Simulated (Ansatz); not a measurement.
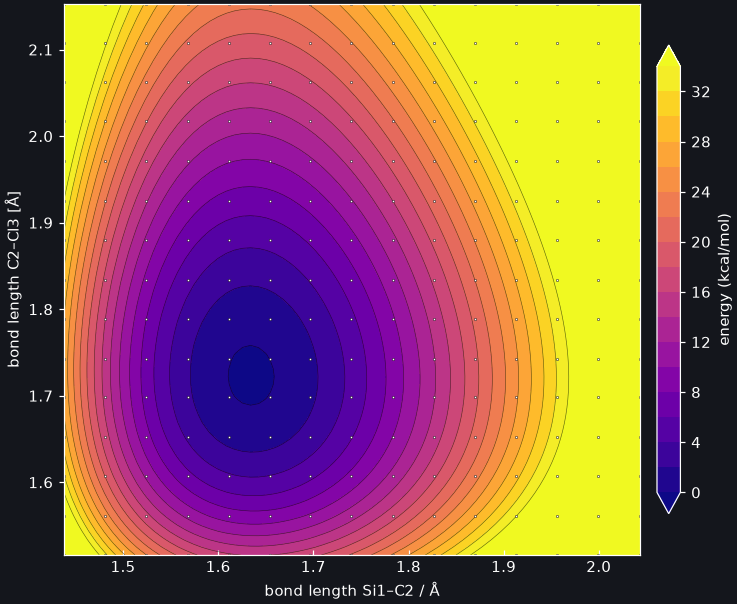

Energy landscape of CClSi, SMILES [Si-]#CCl, charge −1. 
- First axis: bond length Si1–C2. Second axis: bond length C2–Cl3.
- Nothing is relaxed (all other coordinates rigid).
- Grid: 15 × 15 points.
- Points are written as (first, second).
- Energies: kcal/mol, counted from the lowest grid point.
- These are results of Ansatz, RKS CAM-B3LYP-D4/def2-SVPD, not measurements.

The picture shows filled contours, dots at the grid points, one colour for all values above the top of the scale. Between grid points the surface is interpolated. 

Question: Where are the wells?

Answer: The lowest grid point is at (1.654 Å, 1.743 Å). No other kind of well shows on this grid. The highest grid point, (2.043 Å, 2.153 Å), lies 66.1 kcal/mol above the lowest. Round the minimum the two coordinates are nearly uncoupled.

Grid values (kcal/mol):

```tsv
bond length C2–Cl3 ↓, bond length Si1–C2 →	1.438	1.481	1.524	1.568	1.611	1.654	1.697	1.740	1.784	1.827	1.870	1.913	1.956	1.999	2.043
2.153	49.2	37.6	29.7	24.9	22.7	22.6	24.2	27.0	31.1	35.9	41.2	47.1	53.2	59.5	66.1
2.108	46.0	34.4	26.5	21.7	19.5	19.4	21.0	23.9	28.0	32.8	38.2	44.1	50.3	56.7	63.3
2.062	42.8	31.2	23.3	18.5	16.3	16.2	17.8	20.8	24.9	29.7	35.2	41.1	47.3	53.7	60.4
2.017	39.7	28.1	20.2	15.3	13.2	13.1	14.7	17.7	21.8	26.7	32.2	38.2	44.4	50.9	57.7
1.971	36.7	25.0	17.1	12.3	10.1	10.1	11.7	14.7	18.9	23.8	29.3	35.3	41.6	48.1	54.9
1.925	33.9	22.2	14.3	9.4	7.2	7.2	8.8	11.9	16.1	21.0	26.6	32.6	39.0	45.5	52.4
1.880	31.5	19.7	11.8	6.9	4.7	4.7	6.3	9.4	13.6	18.5	24.1	30.2	36.6	43.2	50.1
1.834	29.4	17.6	9.6	4.7	2.5	2.5	4.2	7.2	11.4	16.4	22.0	28.1	34.6	41.2	48.1
1.789	27.9	16.1	8.1	3.1	1.0	0.9	2.6	5.6	9.8	14.8	20.5	26.6	33.1	39.7	46.7
1.743	27.2	15.3	7.2	2.3	0.1	0.0	1.6	4.7	8.9	13.9	19.6	25.7	32.2	38.9	45.9
1.698	27.5	15.5	7.4	2.4	0.1	0.0	1.7	4.7	8.9	13.9	19.6	25.7	32.2	38.9	45.9
1.652	29.0	17.0	8.8	3.7	1.5	1.3	2.9	5.9	10.1	15.1	20.7	26.9	33.3	40.1	47.1
1.607	32.1	20.0	11.7	6.6	4.3	4.1	5.6	8.6	12.7	17.7	23.3	29.4	35.9	42.6	49.6
1.561	37.3	25.1	16.7	11.5	9.1	8.8	10.3	13.2	17.4	22.3	27.9	33.9	40.4	47.0	54.0
1.516	44.9	32.5	24.1	18.8	16.3	16.0	17.4	20.2	24.3	29.1	34.6	40.7	47.1	53.7	60.6
```

Time for the 225 points that were run: 7.6 min on 1 thread of Arm Neoverse V2, with other jobs on the host.
